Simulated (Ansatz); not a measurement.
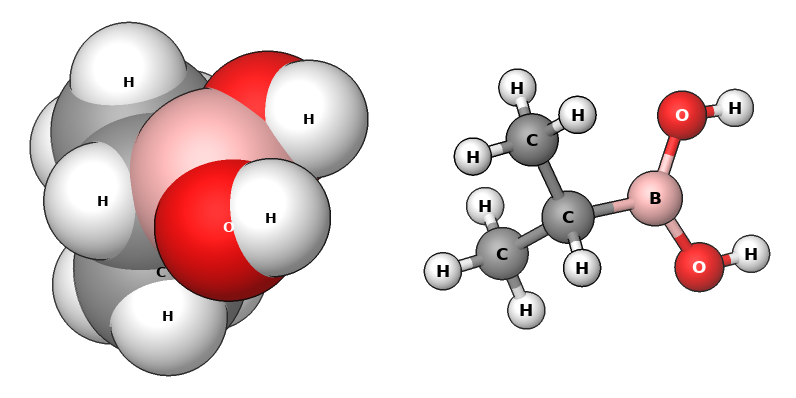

Two views of one molecule.

Computed geometry: PBE0-D4/def2-TZVP optimisation.

Question: Give the formula.

Answer: C₃H₉BO₂, 15 atoms: 3 carbon, 9 hydrogen, 1 boron and 2 oxygen.

Question: What is its SMILES?

Answer: CC(C)B(O)O

Question: Does it have rings?

Answer: It has no ring.

More results for the same structure follow; atom numbers are the same in all pictures, views and colours differ.

### Levels of theory compared

Program: Ansatz 0.2.0.

Compare HOMO–LUMO gap (eV) at these levels: B3LYP-D4/def2-TZVPP; HSE06 (plane-wave form)-D4/def2-TZVPP; PBE0-D4/def2-QZVPP; PBE0-D4/def2-SVP; r2SCAN-D4/def2-TZVPP; r2SCAN0-D4/def2-TZVPP; revPBE-D4/def2-TZVPP; ωB97M-V/def2-QZVPP; ωB97M-V/def2-SVP; ωB97X-V/def2-TZVPP.

```
                                level  HOMO–LUMO gap (eV)
                  B3LYP-D4/def2-TZVPP                8.01
HSE06 (plane-wave form)-D4/def2-TZVPP                7.81
                   PBE0-D4/def2-QZVPP                8.14
                     PBE0-D4/def2-SVP                9.17
                 r2SCAN-D4/def2-TZVPP                7.34
                r2SCAN0-D4/def2-TZVPP                9.22
                 revPBE-D4/def2-TZVPP                6.39
                   ωB97M-V/def2-QZVPP               11.49
                     ωB97M-V/def2-SVP               13.09
                   ωB97X-V/def2-TZVPP               12.87
```

### Dipole moment

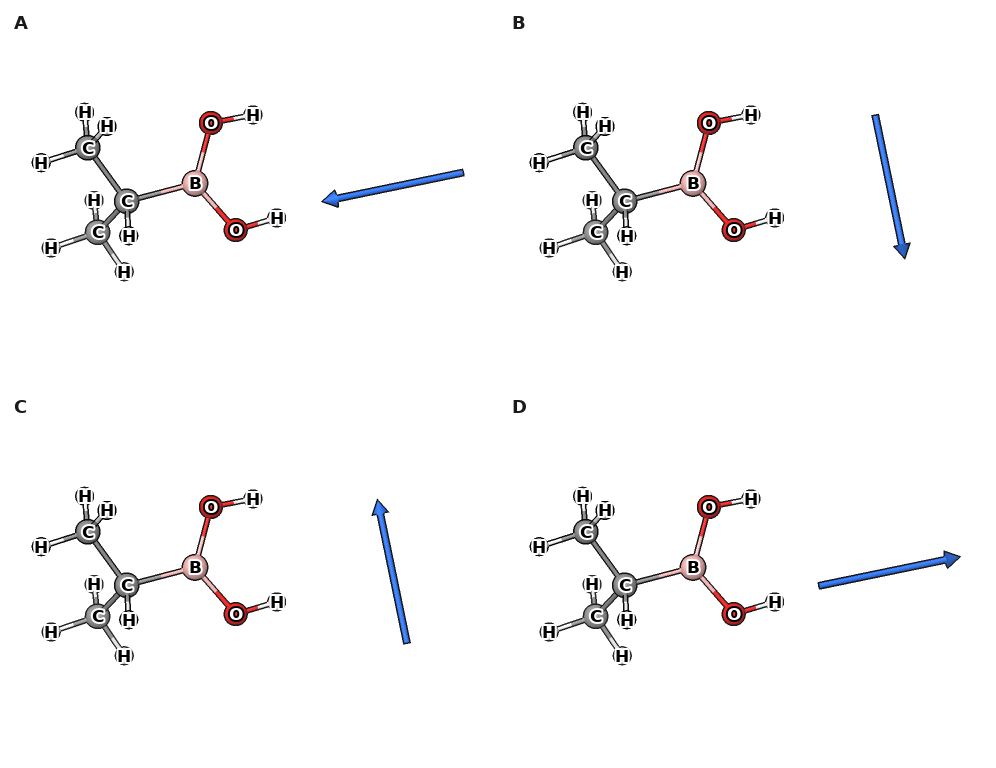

The same molecule four times, each with an arrow. Level of theory: RKS ωB97M-V/def2-TZVPP (Ansatz 0.2.0).

Question: Which arrow points along the dipole moment, from the negative to the positive end?

Answer: D. The dipole moment is 2.45 D.

### Charges

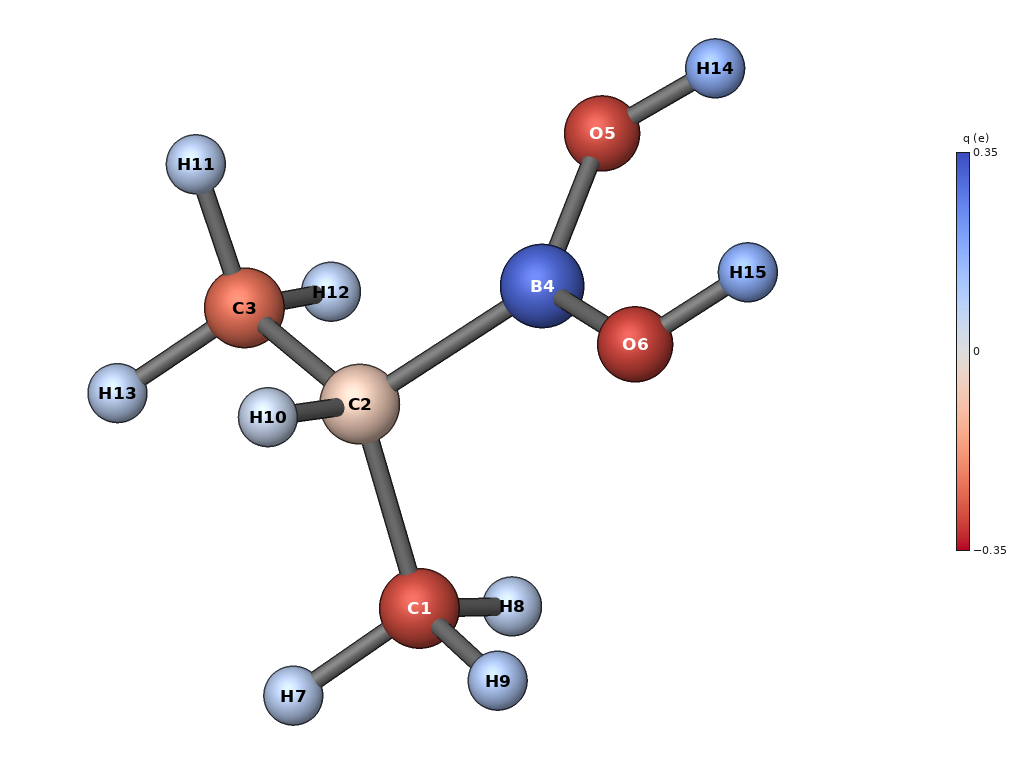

Atoms are coloured by their Mulliken charges. Properties computed with RKS B3LYP-D4/def2-TZVPP (Ansatz 0.2.0).

Give the Mulliken charges atom by atom.

```
atom  value (e)
  C1      −0.29
  C2      −0.06
  C3      −0.24
  B4       0.30
  O5      −0.29
  O6      −0.30
  H7       0.08
  H8       0.08
  H9       0.10
 H10       0.05
 H11       0.08
 H12       0.08
 H13       0.07
 H14       0.17
 H15       0.17
```

Mulliken values depend strongly on the basis set and can even reverse the polarity of a bond.
